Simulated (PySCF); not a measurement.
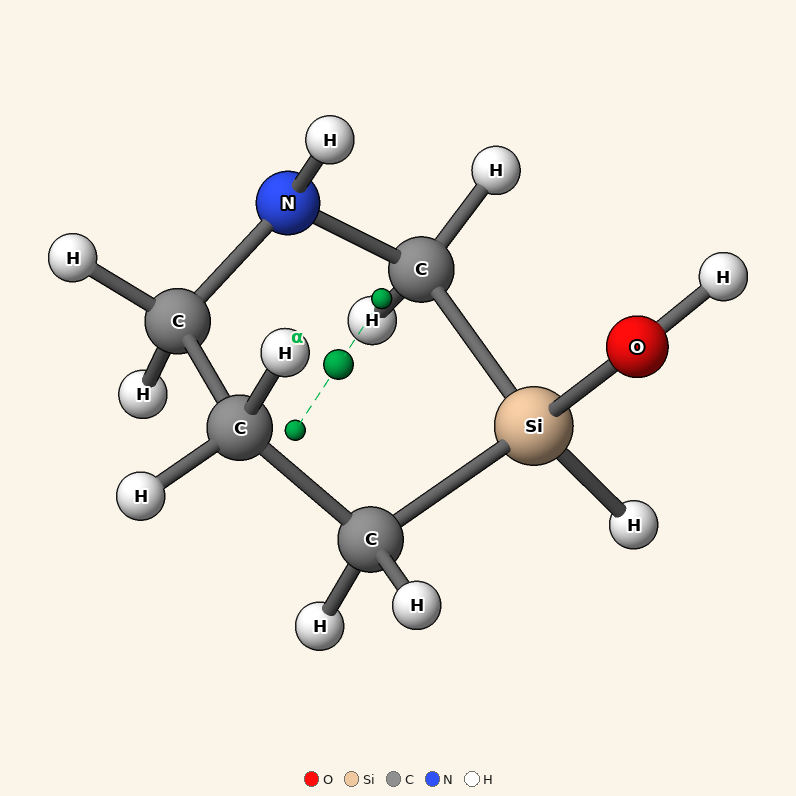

The small points mark where nucleus-independent chemical shifts (NICS) were computed: at the centre of each lettered ring and 1 Å above and below it. The computed structure is the end point of a GFN2-xTB optimisation. No frequency run is at hand to confirm it as a minimum. Method: GIAO PBE0/pcSseg-1 NMR shielding, non-relativistic, gas phase (PySCF 2.14.0).

Give NICS(0), NICS(1) and the out-of-plane component NICS(1)zz for each ring (means of the two sides).

```csv
ring,members,NICS(0),NICS(1),NICS(1)zz
α,C4NSi,0.3,−0.9,4.7
```

Values in ppm.

> What do the values say about the ring currents?

Ring α: weak, as in a non-aromatic ring. NICS is one index among several.

The geometry is semi-empirical. Around Si such bond lengths and angles can be off by a tenth of an ångström or more and by several degrees, and values that hang on the shape move with them.
